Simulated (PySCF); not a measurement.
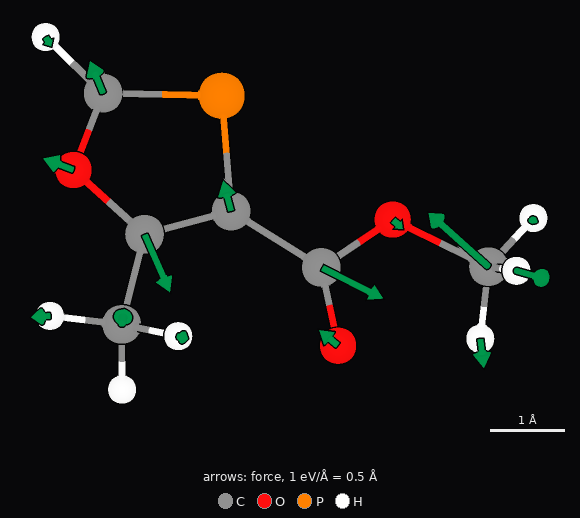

Starting geometry of C$_{6}$H$_{7}$O$_{3}$P with the computed forces as green arrows. Style: ball-and-stick. Shown at a tilt.

The start comes from GFN2-xTB. Its atoms were then displaced at random by about 0.01 Å.

Level of theory: PBE0-D3(BJ)/def2-SVP geometry optimisation, gas phase in PySCF 2.14.0, density-fitted response routines. 

What follows when this structure is relaxed?

It isn't relaxed: the largest force vector, on a C atom, is 2.75 eV/Å. The final displacements have little in common with the starting forces (cosine between the two patterns 0.24). An H atom moves most after the best rigid fit: 0.13 Å. By element the largest moves are H 0.13 Å, P 0.12 Å, C 0.09 Å, O 0.09 Å. Among the contacts that change: C–H 1.048 → 1.100 Å, C–O 1.446 → 1.415 Å, C–C 1.439 → 1.469 Å, C–O 1.312 → 1.340 Å. Among the angles between lasting bonds that change: C–C–C 126.6° → 122.4°, C–C–P 122.3° → 126.1°, O–C–C 129.1° → 125.5°. The energy falls by 18.9 kJ/mol in 6 geometry steps.
